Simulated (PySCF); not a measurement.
Mg(OMe)2, SMILES C[O][Mg][O]C at its PBE0/def2-SVP optimised geometry (Å):

```
11

Mg     0.0046     0.1737     0.0000
O      1.7729     0.1737     0.0000
C      3.1441     0.1895     0.0143
H      3.5697     0.5234    -0.9538
H      3.5483     0.8715     0.7897
H      3.5728    -0.8125     0.2196
O     -1.7637     0.1735    -0.0032
C     -3.1348     0.1561    -0.0231
H     -3.5497     0.7409    -0.8691
H     -3.5404    -0.8715    -0.1198
H     -3.5728     0.5834     0.9018
```

Computed with PBE0/def2-TZVP in PySCF 2.14.0.

Map of the electrostatic potential (hartree/e), clipped to [-0.08, 0.12] on the plane z = 0.8 Å:

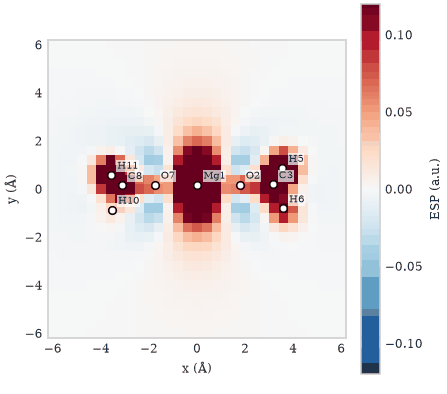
Figure: Electrostatic potential (hartree/e), clipped to [-0.08, 0.12] on the plane z = 0.8 Å.
